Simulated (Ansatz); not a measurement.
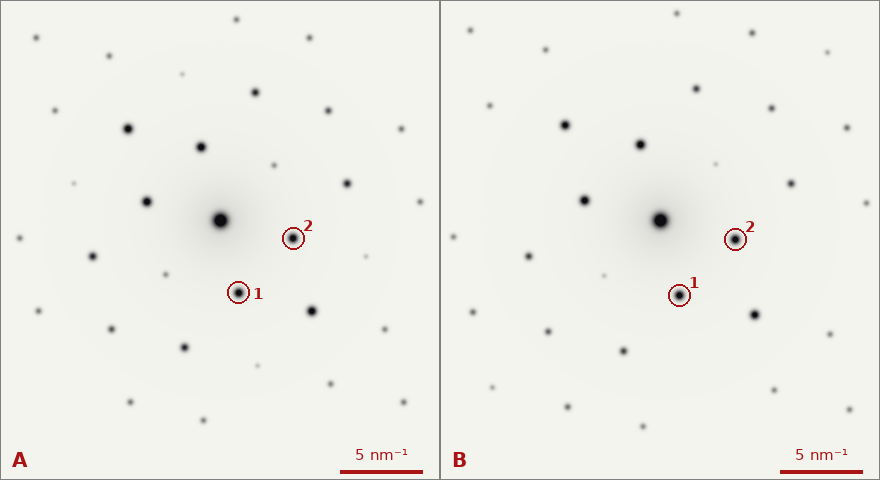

Kinematic electron diffraction patterns (300 kV, B = 0.5 Å², same scale) along [010] of the run's own cell, for the start and the end of one relaxation of H3C2 with DFT PBE, scalar-relativistic, plane waves, PAW in Ansatz 0.2.0. k mesh 18×18×18. The start is a generated model structure, and the relaxation ends in the nearest stationary point of its symmetry, not necessarily the ground state. Spot 1 is -1 0 0 and spot 2 is 0 0 1 in both.

Start structure:

```
CELL_PARAMETERS angstrom
1.21546 0.70175 6.93860
-1.21546 0.70175 6.93860
0.00000 -1.40349 6.93860
ATOMIC_POSITIONS crystal
H 0.00000 0.00000 0.00000
H 0.25757 0.25757 0.25757
H 0.74243 0.74243 0.74243
C 0.38624 0.38624 0.38624
C 0.61376 0.61376 0.61376
```

Q: Which pattern belongs to the start structure, and which to the relaxed one?

A: B is the start: its cell gives d(1) = 2.095 Å, d(2) = 2.095 Å and an angle of 61.0°. A is the relaxed structure, with d(1) = 2.165 Å (+3.4 %), d(2) = 2.165 Å (+3.4 %) and 61.5°.

Q: Name reflections whose intensity changes strongly on relaxation.

A: 1 0 2 goes from 20 to 35 % of the strongest spot.

Q: Summarise the relaxation behind the change.

A: The volume changed by -8.9 % to 6.47 Å³ an atom; with the mean shift removed, the atoms moved by up to 0.19 Å relative to the cell (C most); the space group stayed R-3m (No. 166); the free energy fell by 35 meV an atom. Relaxed cell: a = 6.066 Å, b = 6.066 Å, c = 6.066 Å, α = 23.96°, β = 23.96°, γ = 23.96°.
